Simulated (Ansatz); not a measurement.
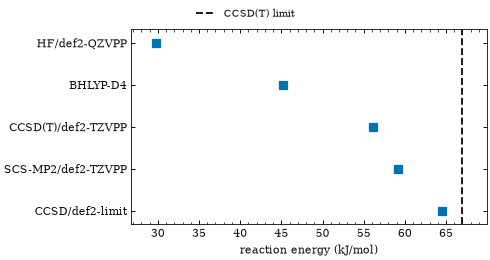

Electronic reaction energy of CH₅ClSn (Cl[CH2][SnH3]) + HF (F) → CH₂ClF (FCCl) + SnH₄ ([SnH4]) (SMILES in brackets) at several levels (functionals in def2-TZVPP unless a basis is named), isolated molecules at PBE0-D4 triple-zeta geometries, minima by their frequencies, no zero-point or thermal terms, the Ansatz code. The line is frozen-core CCSD(T) at the basis limit (MP2 extrapolated from triple and quadruple zeta, plus CCSD(T) less MP2 in a smaller set). The distance of CCSD(T)/def2-TZVPP and SCS-MP2/def2-TZVPP to the limit includes basis error. Core potentials past Kr. The limit lies 10.8 kJ/mol from CCSD(T)/def2-TZVPP, so the line itself is uncertain by a part of that.

What do zero-point energy and temperature add?

Answer. Zero-point change −0.7 kJ/mol; at 298.15 K and 1 bar the CCSD(T) limit plus thermal terms gives an enthalpy of reaction of 62.9 and a free energy of 65.4 kJ/mol (harmonic PBE0-D4 modes, ideal gas).

Give the values.

Answer.
```tsv
level	kJ/mol	less CCSD(T) limit
HF/def2-QZVPP	29.7	−37.2
BHLYP-D4	45.2	−21.7
CCSD(T)/def2-TZVPP	56.1	−10.8
SCS-MP2/def2-TZVPP	59.2	−7.7
CCSD/def2-limit	64.5	−2.5
CCSD(T) limit	67.0	0.0
```

Caveats: outer-core shells are correlated without core-valence functions, which makes the correlated values less sure; spin-orbit coupling is left out, and with Sn it can shift these values.
